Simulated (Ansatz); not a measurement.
# CCSDT(Q)/STO-3G run of AlH3Cl− (SMILES [H][Al-]([H])([H])[Cl])

Aim: the energy change on altering one bond length of AlH3Cl− at CCSDT(Q)/STO-3G, from 2 runs. 

Program for the calculation: Ansatz 0.2.0.

1 further run of the same task is left out (it didn't finish).

### 1 The structure to begin with

The species is AlH3Cl− (5 atoms), meant as a singlet with charge -1. SMILES: `[H][Al-]([H])([H])[Cl]`. Geometry: a GFN2-xTB relaxation, a rough one for these elements and not checked as a minimum.

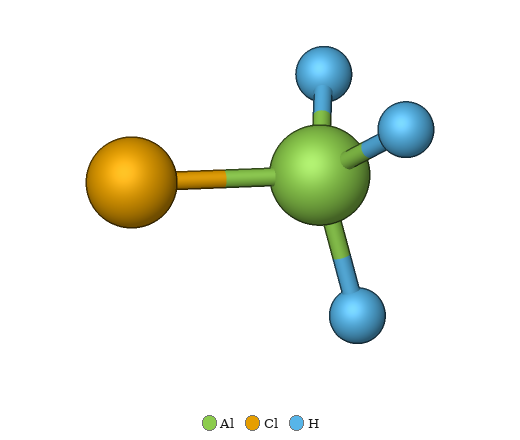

Viewed from a chosen angle; aluminium green, chlorine amber, hydrogen blue.

### 2 The energy at CCSDT(Q)/STO-3G

run.yaml

```yaml
crystal:
  periodic: [false, false, false]
  atoms:
    - {symbol: Al, position_ang: [-0.002450, 0.000420, -0.134210]}
    - {symbol: Cl, position_ang: [0.013850, -0.018360, 1.961810]}
    - {symbol: H, position_ang: [1.532100, 0.011680, -0.616990]}
    - {symbol: H, position_ang: [-0.775390, 1.334390, -0.590440]}
    - {symbol: H, position_ang: [-0.768110, -1.328130, -0.620160]}
basis:
  gaussian:
    orbitals: STO-3G
total_charge: -1
magnetization:
  spin_polarized: false
  initial_magnetization: 0
correlation:
  method: ccsdt_q
  frozen_orbitals: {Al: 5, Cl: 5, H: 0}
accuracy: high
scf:
  omitted_lower_state_checks: [cluster_reference, increment]
```

On the command line:

```bash
ansatz run run.yaml --threads 1 --pin off --max-ram 2610MiB --events-out events.jsonl --progress --plain --runs-dir runs
```

Standard output, shortened:

```text
Warning: RAYON_NUM_THREADS=1 ignored (pool sized by the plan → 1); use --threads N
Functional definition: HF
  name "HF"
[...]
362 factors; integrals over basis functions are off by at most 1.3e-8 eV
[...]
mean field -18920.33797284 eV, -695.3095958362 hartree, gradient 8.0e-8 eV, S^2 0.000000; 0 other end points of the search recorded, 0 dependent functions left out
10 core orbitals not correlated: weight in the atoms' cores, before any rotation towards them, 0.999 or more for the frozen orbitals, at most 0.000 for the correlated occupied ones
reference -18920.33797284 eV, -695.3095958362 hartree; 7, 7 occupied and 4, 4 virtual orbitals, 362 factors
second order -0.98826645 eV of doubles, -0.00000000 eV of singles
cycle   1  -1.26657067 eV  change   -2.8e-1 eV  update   4.6e-2
[...]
cycle  18  -1.43000158 eV  change  -1.0e-10 eV  update  4.1e-10
perturbative correction 0.00053857 eV, 0.0000197922 hartree
Total energy: -18921.76743585 eV, -695.3621276328 hartree
Checks for a lower state left out: cluster_reference, increment
```

It took 0.2 s on 1 thread of Intel Xeon 6975P-C (Granite Rapids), shared host.

### 3 The distorted shape, same level

molecule.yaml

```yaml
crystal:
  periodic: [false, false, false]
  atoms:
    - {symbol: Al, position_ang: [0.190802, -0.333102, -0.020142]}
    - {symbol: Cl, position_ang: [0.207102, -0.351882, 2.075878]}
    - {symbol: H, position_ang: [1.725352, -0.321842, -0.502922]}
    - {symbol: H, position_ang: [-0.775390, 1.334390, -0.590440]}
    - {symbol: H, position_ang: [-0.574858, -1.661652, -0.506092]}
basis:
  gaussian:
    orbitals: STO-3G
accuracy: high
total_charge: -1
correlation:
  method: ccsdt_q
  frozen_orbitals: {Al: 5, Cl: 5, H: 0}
scf:
  omitted_lower_state_checks: [cluster_reference, increment]
```

On the command line:

```bash
ansatz run molecule.yaml --threads 1 --pin off --max-ram 2610MiB --events-out events.jsonl --progress --plain --runs-dir runs
```

Standard output, shortened:

```text
Warning: RAYON_NUM_THREADS=1 ignored (pool sized by the plan → 1); use --threads N
[... 2 set-up lines as earlier in the session ...]
[...]
362 factors; integrals over basis functions are off by at most 1.4e-8 eV
[...]
mean field -18918.63343505 eV, -695.2469552276 hartree, gradient 5.6e-9 eV, S^2 0.000000; 0 other end points of the search recorded, 0 dependent functions left out
10 core orbitals not correlated: weight in the atoms' cores, before any rotation towards them, 0.999 or more for the frozen orbitals, at most 0.000 for the correlated occupied ones
reference -18918.63343505 eV, -695.2469552276 hartree; 7, 7 occupied and 4, 4 virtual orbitals, 362 factors
second order -1.15828268 eV of doubles, -0.00000000 eV of singles
cycle   1  -1.48908515 eV  change   -3.3e-1 eV  update   5.9e-2
[...]
cycle  21  -1.71345750 eV  change  -6.9e-10 eV  update  1.9e-10
perturbative correction 0.00144037 eV, 0.0000529326 hartree
Total energy: -18920.34545218 eV, -695.3098706968 hartree
Checks for a lower state left out: cluster_reference, increment
```

It took 0.2 s on 1 thread of Intel Xeon 6975P-C (Granite Rapids), shared host.

### 4 Results

At CCSDT(Q)/STO-3G, 10 core orbitals frozen:

| quantity | value |
| --- | --- |
| first shape: total energy | -695.36213 Eh |
| first shape: correlation energy (10 core orbitals frozen) | -52.5 mEh |
| first shape: T1 diagnostic | 0.005 |
| distorted shape: total energy | -695.30987 Eh |
| distorted shape: correlation energy (10 core orbitals frozen) | -62.9 mEh |
| distorted shape: T1 diagnostic | 0.010 |
| energy change with the Al1–H4 bond stretched from 1.608 to 2.010 Å | 1.422 eV |

With the Al1–H4 bond stretched from 1.608 to 2.010 Å the energy rises by 1.42 eV (137 kJ/mol). The first shape isn't relaxed at this level, so the change isn't measured from a minimum. The minimal basis adds a large error of its own.
